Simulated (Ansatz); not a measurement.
Complex (SMILES): C#C (C2H2) with C[SiH3] (CH3-SiH3), atoms 1 to 4 the first; geometry from B3LYP-D3(BJ)/def2-TZVP, monomers rigid:
```xyz
12

C     -0.1165     0.4274    -0.3481
C     -0.5435    -0.4531     0.3410
H     -0.9236    -1.2325     0.9556
H      0.2711     1.2052    -0.9599
C      2.6297    -2.0608    -1.5202
Si     3.4368    -0.4101    -1.1513
H      2.6930    -2.2958    -2.5843
H      3.1200    -2.8641    -0.9671
H      1.5772    -2.0398    -1.2355
H      3.3716    -0.0937     0.2950
H      4.8630    -0.4218    -1.5626
H      2.7610     0.6825    -1.8956
```

Basis-set convergence of the counterpoise-corrected interaction energy at CCSD(T) with Ansatz (an electronic-structure program). Cartesian d functions, on some or all atoms, in 6-31G*, 6-31G**, 6-311G**; all else is spherical. Cores are frozen. No added dispersion term, no relativity. Functions are those of the species that has most. Reference: Hartree-Fock in aug-cc-pV(Q+d)Z plus the correlation part extrapolated as X^-3 from aug-cc-pV(T+d)Z and aug-cc-pV(Q+d)Z, -1.46 kcal/mol, itself unsure by roughly 0.02 kcal/mol (a third of the extrapolation step and of the last Hartree-Fock step). Deviations are taken from unrounded values.

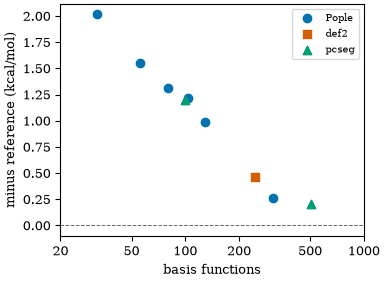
Fig. 1. Deviation from the reference against the number of basis functions, by family of sets.

```tsv
basis	functions	counterpoise-corrected interaction energy (kcal/mol)	minus reference (kcal/mol)
STO-3G	32	0.55	2.02
6-31G	56	0.09	1.55
6-31G*	80	-0.15	1.31
pcseg-1	100	-0.26	1.20
6-31G**	104	-0.25	1.21
6-311G**	129	-0.48	0.99
def2-TZVPP	247	-1.00	0.46
6-311++G(3df,3pd)	308	-1.20	0.26
pcseg-3	508	-1.26	0.20
```
